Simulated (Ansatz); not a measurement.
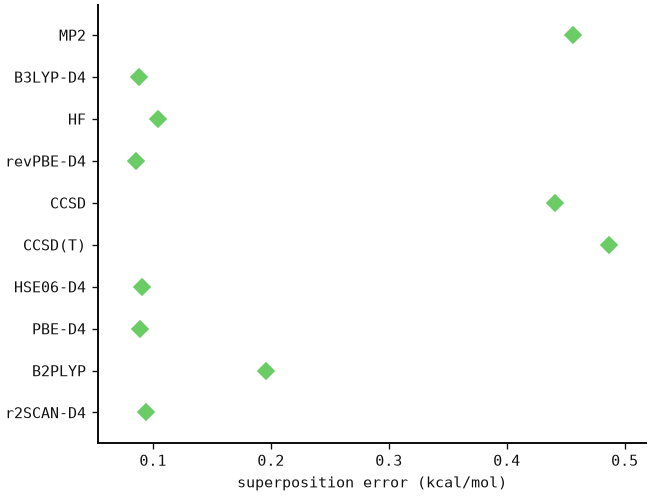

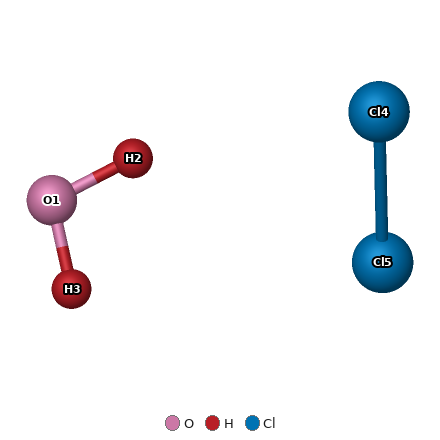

Basis-set superposition error of the pair H₂O and Cl₂ (SMILES O.ClCl) at one optimised PBE0-D4 geometry, drawn, with the closest contact H2···Cl4 2.66 Å (H···H pairs aside; other arrangements can bind more strongly; the cost of deforming the partners isn't counted), def2-TZVPPD, the Ansatz code; cores frozen in correlated methods.

What range do the values span?

Answer. From 0.09 kcal/mol (revPBE-D4) to 0.49 kcal/mol (CCSD(T)).

Give the values.

Answer.
```tsv
level	kcal/mol
MP2	0.46
B3LYP-D4	0.09
HF	0.10
revPBE-D4	0.09
CCSD	0.44
CCSD(T)	0.49
HSE06-D4	0.09
PBE-D4	0.09
B2PLYP	0.20
r2SCAN-D4	0.09
```
